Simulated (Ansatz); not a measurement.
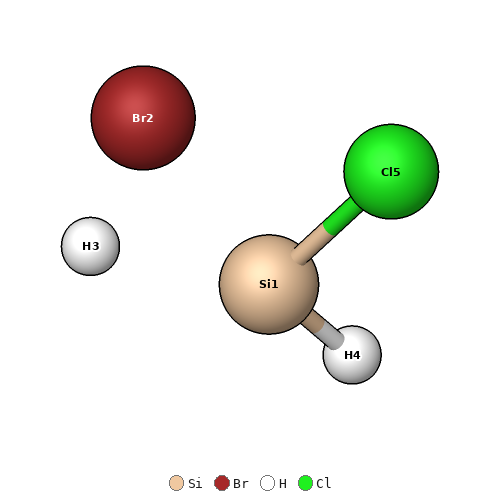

The system is the reacting system BrClH2Si (fragments BrClH₂Si where the first distance is long, ClHSi + BrH where the second is long); the picture shows the reference structure. 
- First axis: distance Br2–H3 (bond that forms). Second axis: distance Si1–Br2 (bond that breaks).
- Relaxed at each point: all other coordinates.
- The grid has 10 × 10 points.
- Points are written as (first, second).
- Energies: kJ/mol, counted from a guessed transition structure relaxed with its forming and breaking bonds held.
- Energies and slopes of some neighbouring points disagree (a jump in structure or state, or too coarse a mesh). The reference is spin-restricted, so regions where a bond is pulled apart into radicals lie too high.
- The calculation used Ansatz, RKS B3LYP-D4/def2-SVP.

Its coordinates:

```yaml
atoms:
  - { symbol: Si, position_ang: [-0.2891, 0.5720, -0.0445] }
  - { symbol: Br, position_ang: [0.7119, -1.9032, -0.4494] }
  - { symbol: H, position_ang: [0.6899, -0.1671, -1.4459] }
  - { symbol: H, position_ang: [-1.6941, 0.1826, 0.2699] }
  - { symbol: Cl, position_ang: [0.5814, 1.3159, 1.6699] }
```

Range: distance Br2–H3 (bond that forms) from 1.359 to 2.559 Å; distance Si1–Br2 (bond that breaks) from 2.079 to 3.279 Å.

Predict the map.

Answer. The lowest grid point is at (2.559 Å, 2.156 Å), −248 kJ/mol from a guessed transition structure relaxed with its forming and breaking bonds held. It lies at the edge of the scanned range, so the true minimum may lie outside. Other grid points that lie below all their neighbours: (1.436 Å, 2.955 Å) (211 kJ/mol higher). The highest grid point, (1.359 Å, 2.079 Å), lies 365 kJ/mol above the lowest.

```
second ↓, first →  1.359  1.436  1.542  1.663  1.794  1.935  2.082  2.235  2.395  2.559
            3.279    −27    −34    −23    −15     −6      1      6      7      4     −2
            3.115    −29    −36    −24    −19    −14    −11    −10    −14    −23    −36
            2.955    −30    −37    −23    −22    −21    −23    −29    −40    −56    −74
            2.802    −28    −35    −19    −23    −28    −37    −51    −70    −93   −114
            2.655    −22    −30    −12    −21    −34    −52    −76   −103   −131   −155
            2.514    −11    −20      1    −17    −40    −69   −103   −136   −167   −194
            2.383      7     −2     18    −10    −44    −84   −125   −164   −198   −225
            2.262     36     26     43      3    −42    −91   −138   −181   −217   −245
            2.156     76     65     76     25    −30    −86   −138   −183   −220   −248
            2.079    118    105    110     51    −11    −71   −126   −172   −209   −237
```

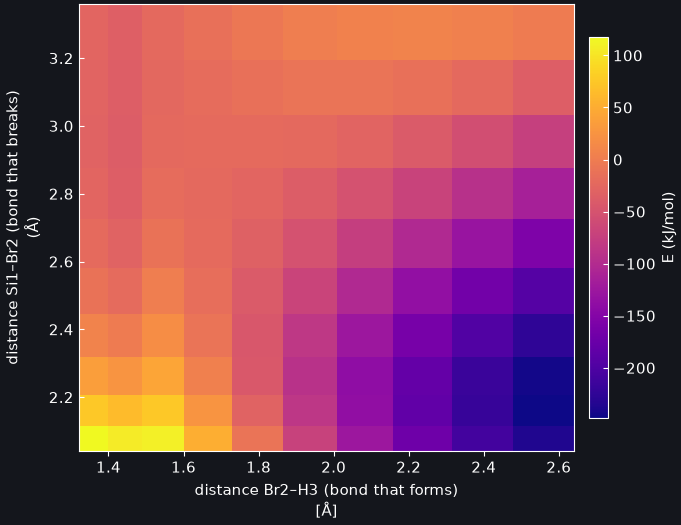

Drawn: one coloured cell a grid point.

Time for the 100 points that were run: 14 min on 1 thread of Arm Neoverse V2 (shared host).
